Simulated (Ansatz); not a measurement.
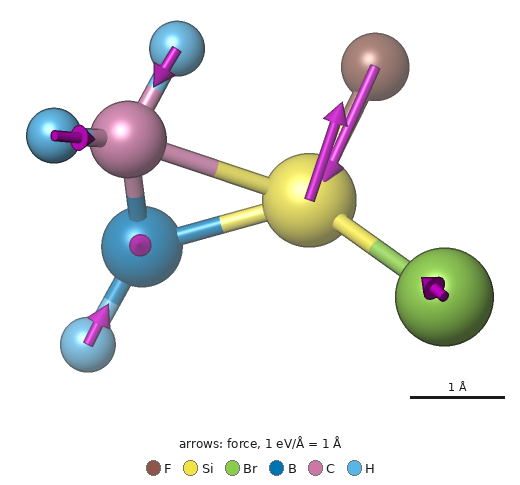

Starting geometry of CH3BBrFSi with the computed forces as purple arrows. Style: ball-and-stick. Shown face on.

The start comes from PBE-D4/def2-SVP.

Theory: RKS PBE0-D4/def2-TZVP in Ansatz. Set-up: force threshold 0.005 eV/Å; at most 150 steps.

**What follows when this structure is relaxed?**

It isn't relaxed: the largest force vector, on the F atom, is 1.41 eV/Å. The final displacements follow the starting forces only in part (cosine between the two patterns 0.38). After 9 geometry steps the energy has fallen by 0.083 eV. The largest force component goes from 1.2 to 0.0014 eV/Å. An H atom moves most after the best rigid fit: 0.12 Å. Largest moves by element: H 0.12 Å, Si 0.08 Å, Br 0.08 Å, C 0.07 Å, F 0.04 Å, B 0.03 Å. Near-neighbour distances that change, for instance: C–Si 2.134 → 2.013 Å, F–Si 1.638 → 1.592 Å, Br–Si 2.224 → 2.199 Å, B–H 1.206 → 1.185 Å. Bond angles that change, for instance: Si–B–C 77.1° → 72.4°, F–Si–C 100.8° → 104.9°, Si–B–H 134.4° → 138.2°.
